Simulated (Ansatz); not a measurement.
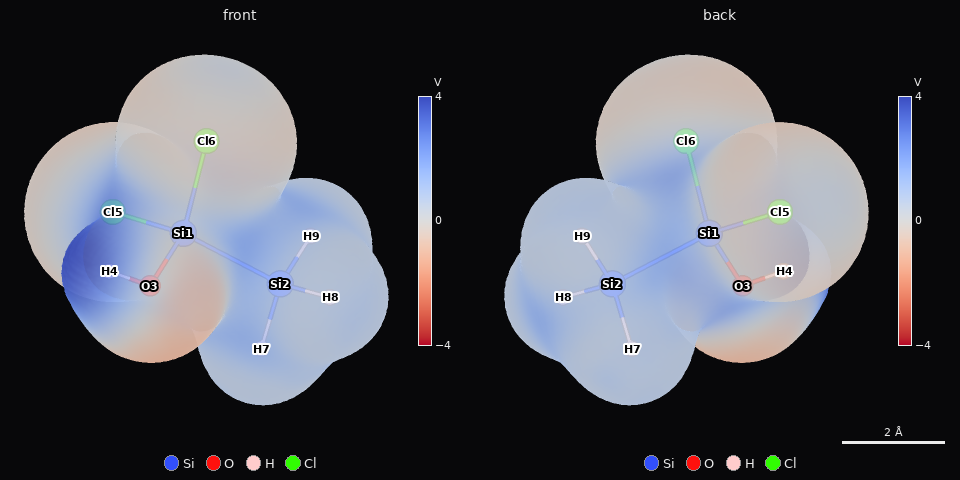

The picture shows: Cl$_{2}$H$_{4}$OSi$_{2}$. The molecular electrostatic potential painted on the density surface at 0.004 e/bohr³, seen from the front and from behind; the colour scale runs from red (negative) to blue (positive).

Method: RKS r2SCAN-D4/6-31G* in Ansatz 0.2.0.

The calculation's input:

```
crystal:
  periodic: [false, false, false]
  atoms:
    - { symbol: Si, position_ang: [-0.685746, -0.761338, -0.052371] }
    - { symbol: Si, position_ang: [0.511638, 1.069791, 0.466758] }
    - { symbol: O, position_ang: [0.092122, -1.305634, -1.409461] }
    - { symbol: H, position_ang: [0.919902, -0.804406, -1.485176] }
    - { symbol: Cl, position_ang: [-2.65272, -0.394007, -0.525616] }
    - { symbol: Cl, position_ang: [-0.665006, -2.208847, 1.415688] }
    - { symbol: H, position_ang: [0.35685, 2.046701, -0.649575] }
    - { symbol: H, position_ang: [1.942389, 0.638479, 0.474878] }
    - { symbol: H, position_ang: [0.180672, 1.719262, 1.764875] }
basis:
  gaussian: { orbitals: "6-31G*" }
hamiltonian:
  xc: r2scan
  dispersion: d4
relax:
  f_tol: 0.03
  max_steps: 50
output:
  orbitals: {}
```

Run with:

```sh
ansatz run input.yaml --threads 2 --pin off --max-ram 3072MiB --backend cpu --events-out ev --progress --plain --runs-dir out
```

The fields are those of the relaxed geometry.

Describe the electrostatic potential map.

The most negative region (about −1.1 V) lies over O3, the most positive (about +3.9 V) over H4. Cl5 shows a σ-hole: about +0.3 V at the tip opposite its bond, against about −0.2 V on its flanks. Cl6 shows a σ-hole: about +0.3 V at the tip opposite its bond, against about −0.2 V on its flanks. O3 is the likeliest acceptor of a hydrogen bond.
